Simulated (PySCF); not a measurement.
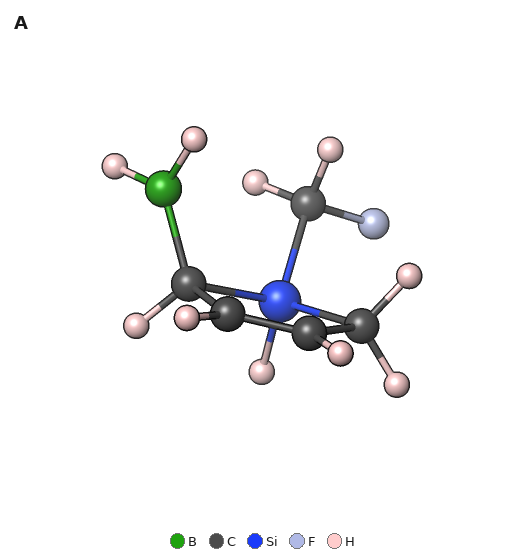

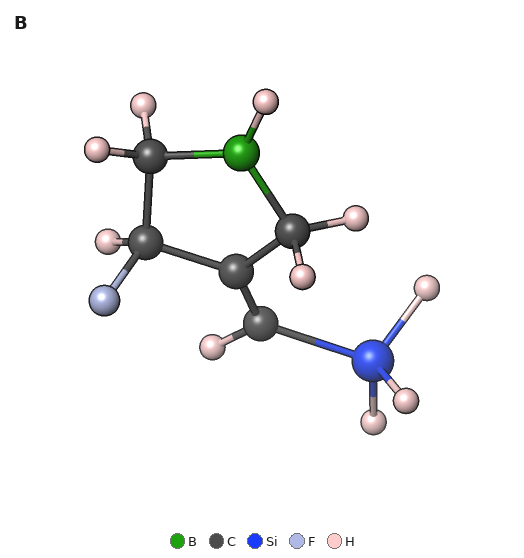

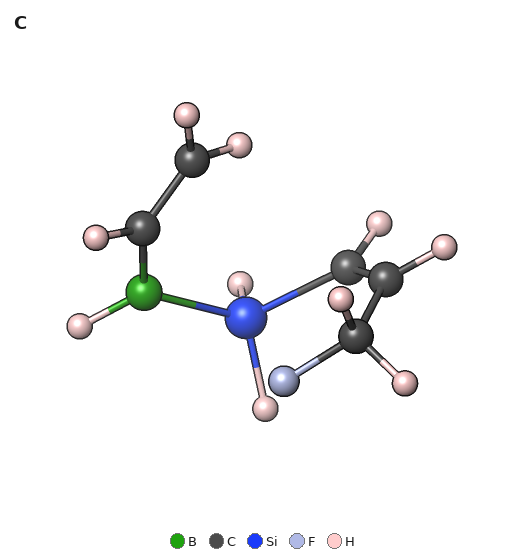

3 stationary structures of one formula. Geometries: GFN2-xTB. Electronic energies: CAM-B3LYP/def2-SVPD (PySCF 2.14.0), without zero-point energy. No frequency run is at hand to confirm each as a minimum. Each is one conformer, not always the lowest.

Question: Are they conformers, stereoisomers or constitutional isomers?

Answer: They are constitutional isomers of C5H10BFSi: A `B[C@@H]1C=CC[Si@@H]1CF`, B `F[C@H]1CBC/C1=C\[SiH3]`, C `C=CB[SiH2]/C=C\CF`.

Question: Rank them by energy, lowest first.

Answer: B is lowest; A lies 5.1 kcal/mol above it, C lies 30.8 kcal/mol above it.

The geometry is semi-empirical. Around B, Si such bond lengths and angles can be off by a tenth of an ångström or more and by several degrees, and values that hang on the shape move with them.
